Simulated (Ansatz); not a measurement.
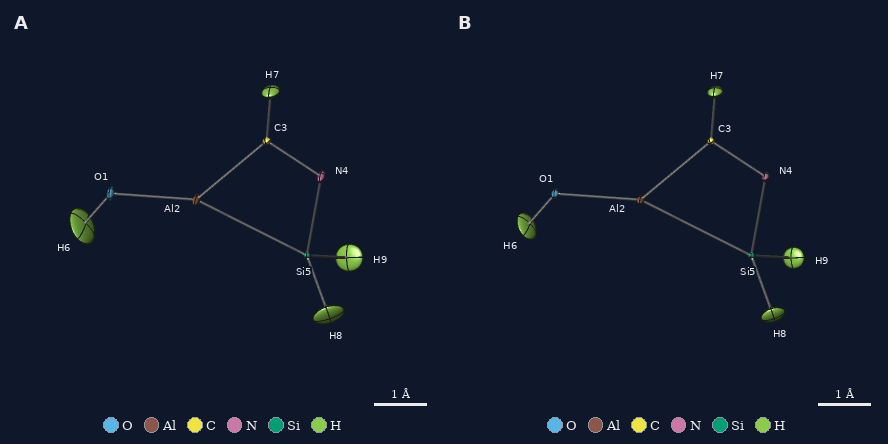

Displacement ellipsoids at the 50 % level, scaled by 0.7, from the internal vibrations of the free molecule (harmonic, no overall translation or rotation; no half-axis is drawn under 0.075 Å). Vibrations computed with RKS PBE0-D4/def2-TZVP (Ansatz 0.2.0). One panel is for 298 K, the other for 600 K.

Which panel is for 600 K?

A.

How much does the mean-square displacement of Al2 grow, and why?

U_eq goes from 0.0083 to 0.0163 Å², a factor of 2.0. Modes below kT (417 cm⁻¹ at 600 K) grow about in proportion to T, and the lowest lies at 76 cm⁻¹; the mean-square amplitude of a mode is its zero-point value times coth(ħω/2kT), which comes close to 1 only above about 3kT.
